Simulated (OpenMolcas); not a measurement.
Multiconfigurational calculation for V²⁺ complex (part 2 of 2)

Continued. System: V²⁺ with 6 ligands (O; octahedron, 2.252 Å), embedded in CaO by model potentials and point charges, whose field is part of the energies. Method: state-averaged CASSCF, active space 3 electrons in the shell 3d, basis ANO-RCC-VTZP on the metal and ANO-RCC-VDZP on the ligands, DKH2 scalar Hamiltonian, spin-orbit coupling by RASSI with atomic mean-field integrals (OpenMolcas).

The program's output (extracts), continued:
```
--- RASSI ---
SPIN-FREE ENERGIES:
  (Shifted by EMIN (a.u.) =      -1405.6745932252)

 SF State       Relative EMIN(au)   Rel lowest level(eV)    D:o, cm**(-1)

     1             0.0000000000        0.0000000000              0.0000
     2             0.0518925728        1.4120688419          11389.1033
     3             0.0518925728        1.4120688419          11389.1033
     4             0.0518925728        1.4120688419          11389.1033
    11             0.0725520779        1.9742426147          15923.3406
    12             0.0725520779        1.9742426147          15923.3406
    13             0.0760653957        2.0698448617          16694.4247
    14             0.0760653957        2.0698448617          16694.4247
    15             0.0760653957        2.0698448617          16694.4247
     5             0.0839249587        2.2837144679          18419.3994
     6             0.0839249587        2.2837144679          18419.3994
     7             0.0839249587        2.2837144679          18419.3994
    16             0.1021625525        2.7799846753          22422.0885
    17             0.1021625525        2.7799846753          22422.0885
    18             0.1021625525        2.7799846753          22422.0885
    19             0.1126856689        3.0663332603          24731.6456
    20             0.1266135587        3.4453304501          27788.4641
    21             0.1266135587        3.4453304501          27788.4641
    22             0.1266135587        3.4453304501          27788.4641
    23             0.1287125395        3.5024466283          28249.1372
    24             0.1287125395        3.5024466283          28249.1372
    25             0.1287125395        3.5024466283          28249.1372
     8             0.1354638195        3.6861583161          29730.8719
     9             0.1354638195        3.6861583161          29730.8719
    10             0.1354638195        3.6861583161          29730.8719
    26             0.1360645522        3.7025050852          29862.7174
    27             0.1360645522        3.7025050852          29862.7174
    28             0.1539376866        4.1888578490          33785.4170
    29             0.1539376866        4.1888578490          33785.4170
    30             0.1539376866        4.1888578490          33785.4170
    31             0.1808216508        4.9204077824          39685.7652
    32             0.1808216508        4.9204077824          39685.7652
    33             0.1808216508        4.9204077824          39685.7652
    34             0.1816501224        4.9429516418          39867.5936
    35             0.1816501224        4.9429516418          39867.5936
    36             0.1816501224        4.9429516418          39867.5936
    37             0.1938259554        5.2742729366          42539.8801
    38             0.2017579004        5.4901121572          44280.7408
    39             0.2017579004        5.4901121572          44280.7408
    40             0.2017579004        5.4901121572          44280.7408
Eigenvalues of complex Hamiltonian:
   -----------------------------------
  (Shifted by EMIN (a.u.) =      -1405.6745932252)

 SO State       Relative EMIN(au)   Rel lowest level(eV)    D:o, cm**(-1)

     1            -0.0000319078        0.0000000000              0.0000
     2            -0.0000319078        0.0000000000              0.0000
     3            -0.0000319078        0.0000000000              0.0000
     4            -0.0000319078        0.0000000000              0.0000
     5             0.0515645472        1.4040110668          11324.1129
     6             0.0515645472        1.4040110668          11324.1129
     7             0.0517460487        1.4089499734          11363.9479
     8             0.0517460487        1.4089499734          11363.9479
     9             0.0517460487        1.4089499735          11363.9479
    10             0.0517460487        1.4089499735          11363.9479
    11             0.0520050218        1.4159969892          11420.7859
    12             0.0520050218        1.4159969892          11420.7859
    13             0.0520050218        1.4159969891          11420.7859
    14             0.0520050218        1.4159969891          11420.7859
    15             0.0520599427        1.4174914642          11432.8397
    16             0.0520599427        1.4174914642          11432.8397
    17             0.0725533319        1.9751449929          15930.6187
    18             0.0725533319        1.9751449929          15930.6187
    19             0.0725533319        1.9751449929          15930.6187
    20             0.0725533319        1.9751449929          15930.6187
    21             0.0758697237        2.0653886124          16658.4826
    22             0.0758697237        2.0653886124          16658.4826
    23             0.0758697237        2.0653886123          16658.4826
    24             0.0758697237        2.0653886123          16658.4826
    25             0.0762427240        2.0755384660          16740.3467
    26             0.0762427240        2.0755384660          16740.3467
    27             0.0834956812        2.2729014858          18332.1868
    28             0.0834956812        2.2729014858          18332.1868
    29             0.0835393875        2.2740907959          18341.7792
    30             0.0835393875        2.2740907959          18341.7792
    31             0.0835393875        2.2740907959          18341.7792
    32             0.0835393875        2.2740907959          18341.7792
    33             0.0842618873        2.2937510168          18500.3496
    34             0.0842618873        2.2937510168          18500.3496
    35             0.0842618873        2.2937510168          18500.3496
    36             0.0842618873        2.2937510168          18500.3496
    37             0.0845613767        2.3019005378          18566.0799
    38             0.0845613767        2.3019005378          18566.0799
    39             0.1020476434        2.7777260943          22403.8719
    40             0.1020476434        2.7777260943          22403.8719
    41             0.1020476434        2.7777260942          22403.8719
Weights of the five most important spin-orbit-free states for each spin-orbit state.

 SO State  Total energy (au)           Spin-free states, spin, and weights
 -------------------------------------------------------------------------------------------------------
    1        -0.000032       1 1.5  0.9995    4 1.5  0.0001    3 1.5  0.0001    2 1.5  0.0001   18 0.5  0.0000
    2        -0.000032       1 1.5  0.9995    4 1.5  0.0002    3 1.5  0.0002    2 1.5  0.0001   18 0.5  0.0001
    3        -0.000032       1 1.5  0.9995    2 1.5  0.0002    3 1.5  0.0001    4 1.5  0.0001   16 0.5  0.0000
    4        -0.000032       1 1.5  0.9995    4 1.5  0.0002    2 1.5  0.0001    3 1.5  0.0001   17 0.5  0.0000
    5         0.051565       3 1.5  0.3333    4 1.5  0.3333    2 1.5  0.3333    6 1.5  0.0001    7 1.5  0.0001
    6         0.051565       3 1.5  0.3333    4 1.5  0.3333    2 1.5  0.3333    6 1.5  0.0001    7 1.5  0.0001
    7         0.051746       3 1.5  0.5303    4 1.5  0.3412    2 1.5  0.1270    1 1.5  0.0004   12 0.5  0.0002
    8         0.051746       3 1.5  0.5302    4 1.5  0.3414    2 1.5  0.1269    1 1.5  0.0004   12 0.5  0.0002
    9         0.051746       2 1.5  0.5388    4 1.5  0.3243    3 1.5  0.1355    1 1.5  0.0004   11 0.5  0.0002
   10         0.051746       2 1.5  0.5387    4 1.5  0.3245    3 1.5  0.1354    1 1.5  0.0004   11 0.5  0.0002
   11         0.052005       3 1.5  0.5273    4 1.5  0.3442    2 1.5  0.1256   11 0.5  0.0013   12 0.5  0.0004
   12         0.052005       3 1.5  0.5274    4 1.5  0.3441    2 1.5  0.1257   11 0.5  0.0013   12 0.5  0.0004
```

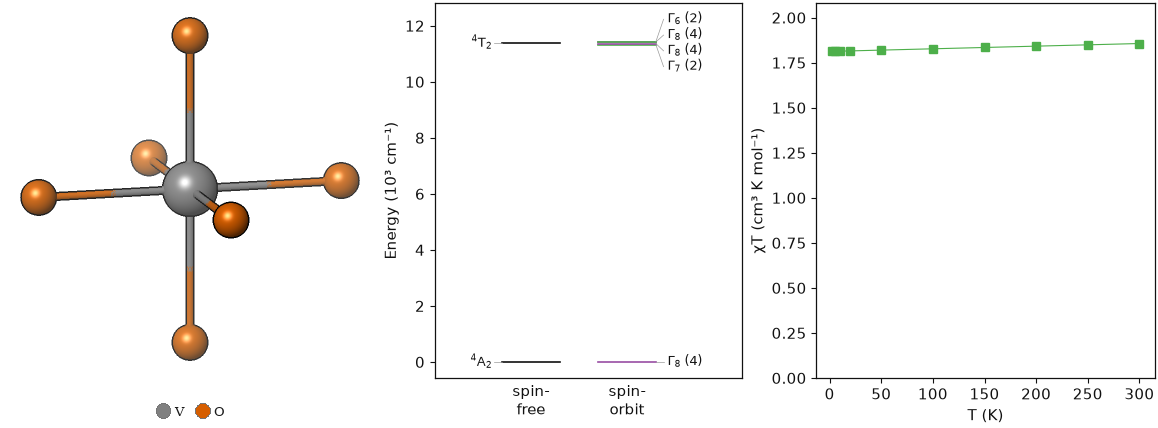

Fig. 1: V²⁺ (3d³) as a dopant in CaO, a cluster with its 6 nearest O²⁻ at 2.252 Å (octahedron) embedded in model potentials and point charges; the geometry was set, not optimised, and its levels and susceptibility. Labels give the representation in O, Td, D4 or D3 as the site allows (double group for half-integer spin) where it could be assigned and, in brackets, the degeneracy; spin-free states, where drawn, share the zero of the spin-orbit levels. Powder susceptibility by Van Vleck's formula. The ground level is Γ₈, 4-fold degenerate, 100 % from states of spin multiplicity 4. The next level lies at 11,300 cm⁻¹ (Γ₇). The lowest spin-free state is ⁴A₂, from the free-ion F term; of the same spin there follows at 11,400 cm⁻¹ (⁴T₂) above it. χT is 1.81 cm³ K mol⁻¹ at 2 K and 1.86 at 300 K, an effective moment of 3.85 μB. The active orbitals hold 92 to 96 % metal character (Löwdin), and the Mulliken charge of the metal is +2.15.

Outcome of the run: converged.
